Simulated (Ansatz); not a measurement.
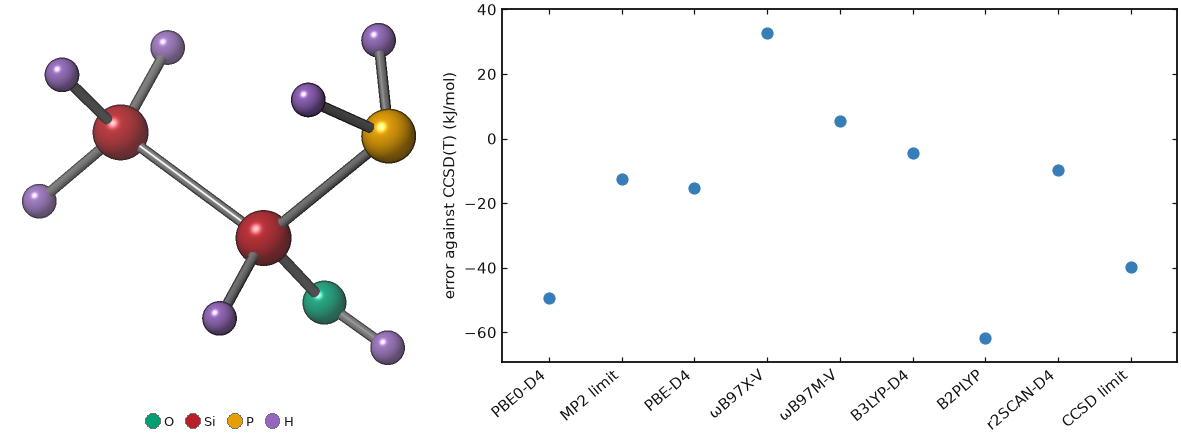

Error in the electronic atomisation energy (method less reference, so positive means overbinding) of Si₂PH₇O, SMILES O[Si@H]([SiH3])P: functionals in def2-TZVPP against frozen-core CCSD(T) at the limit (MP2 extrapolated from triple and quadruple zeta, plus CCSD(T) less MP2 in a smaller set), which gives 3381.0 kJ/mol, at a PBE0-D4/def2-TZVP geometry (no frequency check), no zero-point or spin-orbit term, the Ansatz code. The reference leaves out core correlation, a term that grows with the number of heavy atoms. B2PLYP holds a correlation term that converges slowly with the basis, so part of the distance to the limit is basis error. No dispersion term is added to B2PLYP. Limit means the basis limit.

Q: Which of these levels overbind, and which underbind?

A: Overbind: ωB97X-V. Underbind: PBE0-D4, B2PLYP and CCSD limit. Within 20 kJ/mol of zero, too close to call in view of what the reference leaves out: MP2 limit, PBE-D4, ωB97M-V, B3LYP-D4 and r2SCAN-D4.

Q: Give the values.

A:
```
     level  kJ/mol
   PBE0-D4   −49.5
 MP2 limit   −12.6
    PBE-D4   −15.3
   ωB97X-V    32.7
   ωB97M-V     5.5
  B3LYP-D4    −4.4
    B2PLYP   −61.8
 r2SCAN-D4    −9.8
CCSD limit   −39.9
```
